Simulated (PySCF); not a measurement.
# C₆H₁₀BCl: magnetic properties

What do calculations give for the magnetic properties of C₆H₁₀BCl (`C=CCB/C(C)=C/Cl`)?

Programs: PySCF 2.14.0, with routines of our own; each step states its level. All values are computed. Atoms count from 0.

## Step 1: The system as given

18 atoms, charge 0, multiplicity 1; geometry from: GFN2-xTB.

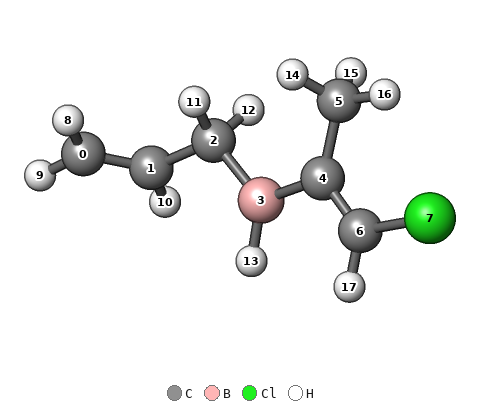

The starting geometry (carbon grey, boron pink, chlorine green, hydrogen white).

## Step 2: Magnetic properties: GIAO B3LYP/pcSseg-1

The job: settings as JSON, then the geometry in Å.

```
{"job": {"kind": "mag", "xc": "B3LYP", "basis": "pcSseg-1", "isotopologues": 2}, "charge": 0, "multiplicity": 1}
C     -3.353319     0.366163     0.312303
C     -2.407460    -0.226776    -0.392179
C     -0.991404     0.242445    -0.477417
B      0.086685    -0.767067     0.081263
C      1.575412    -0.334090     0.179192
C      2.016680     1.022890    -0.290230
C      2.449851    -1.206366     0.695002
Cl     4.134838    -0.926450     0.901234
H     -3.160363     1.263468     0.878364
H     -4.359195    -0.015098     0.357627
H     -2.631507    -1.127805    -0.948383
H     -0.905743     1.216952     0.010724
H     -0.752033     0.421913    -1.532590
H     -0.215406    -1.849771     0.409568
H      1.509893     1.796747     0.284021
H      1.748956     1.158954    -1.336816
H      3.089854     1.155795    -0.182812
H      2.155501    -2.185586     1.039474
```

With the program's defaults for keys left out, this is: GIAO B3LYP/pcSseg-1 magnetisability, rotational g tensor and spin-rotation constants, non-relativistic, gas phase.

On the command line:

```
> OMP_NUM_THREADS=1 python excited_run.py task.json out
```

This one command runs all jobs of the session in turn.

The program printed:

```text
coarse grid: 15432 points
cycle   1  E = -719.5101184449  dE =  7.905e-01  |g| = 5.303e-01  |ddm| = 3.782e+00
cycle   2  E = -719.4501318320  dE =  5.999e-02  |g| = 7.129e-01  |ddm| = 1.077e+00
cycle   3  E = -719.5796372255  dE = -1.295e-01  |g| = 1.697e-01  |ddm| = 7.370e-01
cycle   4  E = -719.5871215741  dE = -7.484e-03  |g| = 3.825e-02  |ddm| = 1.752e-01
cycle   5  E = -719.5874699943  dE = -3.484e-04  |g| = 1.069e-02  |ddm| = 3.916e-02
cycle   6  E = -719.5874941651  dE = -2.417e-05  |g| = 4.459e-03  |ddm| = 1.400e-02
cycle   7  E = -719.5874987333  dE = -4.568e-06  |g| = 1.386e-03  |ddm| = 4.402e-03
final grid: 143928 points
cycle   8  E = -719.6440003953  dE = -4.239e-05  |g| = 7.877e-03  |ddm| = 2.992e-02
cycle   9  E = -719.6439867570  dE =  1.364e-05  |g| = 1.066e-02  |ddm| = 1.569e-02
cycle  10  E = -719.6440160755  dE = -2.932e-05  |g| = 1.574e-03  |ddm| = 1.009e-02
cycle  11  E = -719.6440166987  dE = -6.232e-07  |g| = 2.573e-04  |ddm| = 1.381e-03
cycle  12  E = -719.6440167127  dE = -1.398e-08  |g| = 1.127e-04  |ddm| = 3.452e-04
cycle  13  E = -719.6440167157  dE = -2.944e-09  |g| = 3.410e-05  |ddm| = 1.449e-04
cycle  14  E = -719.6440167159  dE = -2.804e-10  |g| = 1.048e-05  |ddm| = 3.503e-05
converged SCF energy = -719.6440167159

Magnetisability tensor (1e-30 J/T^2)
    -1213.03       37.55       45.98
       37.55    -1187.51      -51.67
       45.98      -51.67    -1527.85
isotropic -1309.46   principal values   -1543.45  -1225.07  -1159.86
isotropic susceptibility -78.857 1e-6 cm^3/mol

Inertial axes            a          b          c
rot. const./GHz      6.0446     0.5416     0.5133
chi total           -73.147    -72.125    -91.300
chi diamagnetic    -338.009  -2236.325  -2374.716
chi paramagnetic    264.862   2164.200   2283.416
quadrupole/D A       -6.699      3.466      3.233
g nuclear            0.6754     0.5420     0.5471
g electronic        -0.7521    -0.5506    -0.5507
g total             -0.0767    -0.0086    -0.0036

Spin-rotation constants (kHz, H = +C I.J)
atom  isotope        aa         bb         cc
  3    11B        2.716      0.233      0.090
  7   35Cl        1.448      0.210      0.107
  8     1H       -0.592     -0.027      0.010
  9     1H        0.220     -0.033     -0.054
 10     1H       -0.533     -0.021      0.012
 11     1H       -0.637     -0.024     -0.017
 12     1H       -0.629     -0.034     -0.011
 13     1H       -0.481      0.054     -0.056
 14     1H       -0.500     -0.043     -0.015
 15     1H       -0.571     -0.038     -0.015
 16     1H        0.129     -0.044     -0.058
 17     1H       -0.599      0.053     -0.053
  0    13C*       1.972      0.149      0.152
  1    13C*       2.227      0.164      0.191
  2    13C*       1.074      0.112      0.085
  4    13C*       2.726      0.273      0.064
  5    13C*       0.977      0.079      0.070
  6    13C*       2.666      0.238      0.117
* in the singly substituted isotopologue

Isotopologues: g along a, b, c
2H    at 8,9,10,11,12,1    -0.0569    -0.0080    -0.0032
13C   at 0                 -0.0763    -0.0085    -0.0035
```

Wall time 65 s (1 thread of Arm Neoverse N1, shared host); peak memory 0.9 GiB.

In short:

```csv
quantity,value
magnetisability,-1309·10⁻³⁰ J/T²
molar susceptibility,-78.9·10⁻⁶ cm³/mol
"rotational g (a, b, c)","-0.0767, -0.0086, -0.0036"
```

## Step 3: Magnetic properties: common gauge origin OPBE/pcSseg-1

Settings changed since step 2:

```diff
@@ -1,2 +1,2 @@
-{"job": {"kind": "mag", "xc": "B3LYP", "basis": "pcSseg-1", "isotopologues": 2}, "charge": 0, "multiplicity": 1}
+{"job": {"kind": "mag", "xc": "OPBE", "basis": "pcSseg-1", "gauge": [0, 0, 0]}, "charge": 0, "multiplicity": 1}
 C     -3.353319     0.366163     0.312303
```

With the program's defaults for keys left out, this is: common gauge origin OPBE/pcSseg-1 magnetisability, rotational g tensor and spin-rotation constants, non-relativistic, gas phase.

The program printed:

```text
coarse grid: 15432 points
cycle   1  E = -719.3474436943  dE =  6.122e-01  |g| = 5.978e-01  |ddm| = 3.856e+00
cycle   2  E = -719.1626086101  dE =  1.848e-01  |g| = 9.937e-01  |ddm| = 1.631e+00
cycle   3  E = -719.4218321836  dE = -2.592e-01  |g| = 3.182e-01  |ddm| = 1.252e+00
cycle   4  E = -719.4516450754  dE = -2.981e-02  |g| = 4.899e-02  |ddm| = 3.332e-01
cycle   5  E = -719.4521332095  dE = -4.881e-04  |g| = 2.494e-02  |ddm| = 6.795e-02
cycle   6  E = -719.4522582435  dE = -1.250e-04  |g| = 1.277e-02  |ddm| = 3.196e-02
cycle   7  E = -719.4523007390  dE = -4.250e-05  |g| = 2.547e-03  |ddm| = 1.196e-02
cycle   8  E = -719.4523021018  dE = -1.363e-06  |g| = 1.052e-03  |ddm| = 3.354e-03
final grid: 143928 points
cycle   9  E = -719.4672587144  dE = -2.218e-04  |g| = 1.805e-02  |ddm| = 7.391e-02
cycle  10  E = -719.4672394063  dE =  1.931e-05  |g| = 1.831e-02  |ddm| = 3.709e-02
cycle  11  E = -719.4673118166  dE = -7.241e-05  |g| = 4.514e-03  |ddm| = 2.225e-02
cycle  12  E = -719.4673168554  dE = -5.039e-06  |g| = 1.409e-03  |ddm| = 5.357e-03
cycle  13  E = -719.4673173381  dE = -4.826e-07  |g| = 4.936e-04  |ddm| = 1.468e-03
cycle  14  E = -719.4673174065  dE = -6.842e-08  |g| = 1.252e-04  |ddm| = 6.115e-04
cycle  15  E = -719.4673174099  dE = -3.436e-09  |g| = 6.185e-05  |ddm| = 1.865e-04
cycle  16  E = -719.4673174109  dE = -9.393e-10  |g| = 2.820e-05  |ddm| = 8.120e-05
converged SCF energy = -719.4673174109

Magnetisability tensor (1e-30 J/T^2)
    -2526.15    -1772.06     1574.71
    -1772.06   -13114.11    -1369.17
     1574.71    -1369.17   -12768.91
isotropic -9469.72   principal values  -14329.96 -12135.48  -1943.74
isotropic susceptibility -570.280 1e-6 cm^3/mol

Inertial axes            a          b          c
rot. const./GHz      6.0446     0.5416     0.5133
chi total          -118.058   -756.249   -836.533
chi diamagnetic    -335.832  -2234.003  -2372.085
chi paramagnetic    217.774   1477.754   1535.552
quadrupole/D A       -6.360      3.558      2.801
g nuclear            0.6754     0.5420     0.5471
g electronic        -0.6184    -0.3760    -0.3703
g total              0.0570     0.1660     0.1768

Spin-rotation constants (kHz, H = +C I.J)
atom  isotope        aa         bb         cc
  3    11B        2.469      0.149      0.007
  7   35Cl        1.593      0.176      0.097
  8     1H       -0.441      0.005     -0.014
  9     1H        0.227      0.148      0.163
 10     1H       -0.440     -0.066     -0.004
 11     1H       -0.799     -0.147     -0.146
 12     1H       -0.580     -0.136     -0.123
 13     1H       -0.295     -0.082     -0.175
 14     1H       -0.373     -0.173     -0.122
 15     1H       -0.370     -0.160     -0.108
 16     1H        0.080     -0.163     -0.163
 17     1H       -0.169     -0.168     -0.229
  0    13C*       1.828      0.159      0.169
  1    13C*       2.019      0.120      0.154
  2    13C*       0.948      0.060      0.033
  4    13C*       2.340      0.178     -0.020
  5    13C*       0.875      0.032      0.024
  6    13C*       2.475      0.103      0.001
* in the singly substituted isotopologue
```

Run time: 49 s. Hardware: 1 thread of Arm Neoverse N1, shared host; peak memory 0.68 GiB.

The run ended normally, but its values are not to be used for the molecule: a common gauge origin replaces GIAOs, so the magnetic properties depend on where the origin lies.

## Step 4: Outcome

```
                                            quantity                               value
       magnetisability (step 2, GIAO B3LYP/pcSseg-1)                    -1309·10⁻³⁰ J/T²
  molar susceptibility (step 2, GIAO B3LYP/pcSseg-1)                  -78.9·10⁻⁶ cm³/mol
rotational g (a, b, c) (step 2, GIAO B3LYP/pcSseg-1)           -0.0767, -0.0086, -0.0036
                                                runs  0 failed, 1 ended on unsound input
```

What this shows: The values above hold for this geometry and these levels alone. Vibrational averaging and real surroundings are missing from these values.
